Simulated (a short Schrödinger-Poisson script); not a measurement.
Stack: gated Al0.3Ga0.7N/GaN polarisation-induced gas, at 20 K.

| layer | material | thickness (nm) | Na (cm⁻³) |
|---|---|---|---|
| 1 | Al0.3Ga0.7N | 10 | - |
| 2 | GaN | 6000 | 5e14 |

Constants are typed, rounded textbook-type inputs, not results; the design itself was drawn at random and stands for no fabricated device. Al0.3Ga0.7N: permittivity 9.32, conduction-band edge (eV) 0.414, gap (eV) 4.021, electron mass (mₑ) 0.236, Nv at 300 K (cm⁻³) 4.6e19. GaN: permittivity 9.5, conduction-band edge (eV) 0, gap (eV) 3.43, Nv at 300 K (cm⁻³) 4.6e19.

Channel valleys (confinement mass, in-plane density-of-states mass, number): Γ 0.2, 0.2, 1. At the gate the conduction-band edge of layer 1 lies 1.23 eV − eVg above the Fermi level of the channel; the field vanishes at the back. Sheet of polarisation charge: +1.5e13 e/cm² at 10 nm from the gate. The barrier under the gate holds no holes. Gaps are held at their typed values at every temperature. Mesh 0.08 nm at interfaces.

From a short Schrödinger-Poisson script (our own, NumPy): 1D Poisson equation in equilibrium, electrons quantum, Hartree (BenDaniel-Duke, 40 states a valley, the channel's in-plane mass for all, wave functions free to enter the barrier), parabolic valleys, classical holes, full ionisation, no traps, pinning or gate leakage.

Only gate voltages with over 1e8 electrons/cm² are shown.

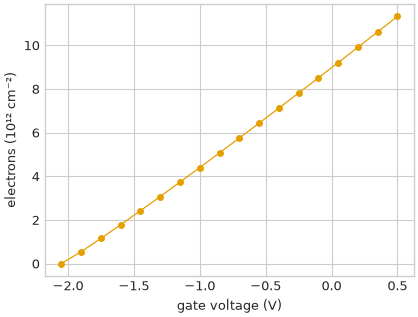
*Sheet density against gate voltage*

```
Vg (V)  electrons (cm⁻²)  in the channel layer  C (μF/cm²)  Γ E0 (meV)  Γ E1 (meV)
------  ----------------  --------------------  ----------  ----------  ----------
0.5              1.13e13               1.04e13       0.761      -123.4       -12.2
0.35             1.06e13               9.79e12       0.757      -116.3       -10.7
0.2              9.91e12               9.20e12       0.752      -109.3        -9.3
0.05             9.21e12               8.61e12       0.748      -102.2        -8.0
-0.1             8.51e12               8.01e12       0.744       -95.1        -6.7
-0.25            7.81e12               7.40e12       0.740       -87.9        -5.5
-0.4             7.12e12               6.78e12       0.736       -80.8        -4.4
-0.55            6.44e12               6.16e12       0.732       -73.6        -3.2
-0.7             5.75e12               5.54e12       0.727       -66.4        -2.0
-0.85            5.08e12               4.91e12       0.721       -59.1        -0.8
-1               4.40e12               4.28e12       0.715       -51.8         0.6
-1.15            3.74e12               3.65e12       0.708       -44.4         2.5
-1.3             3.08e12               3.02e12       0.700       -36.8         5.6
-1.45            2.43e12               2.39e12       0.690       -29.0         9.5
-1.6             1.79e12               1.77e12       0.678       -21.4        13.3
-1.75            1.16e12               1.15e12       0.661       -13.9        16.5
-1.9             5.53e11               5.50e11       0.631        -6.6        18.7
-2.05             7.15e9                7.14e9       0.326         5.1        24.0
```

Subbands count from the Fermi level.
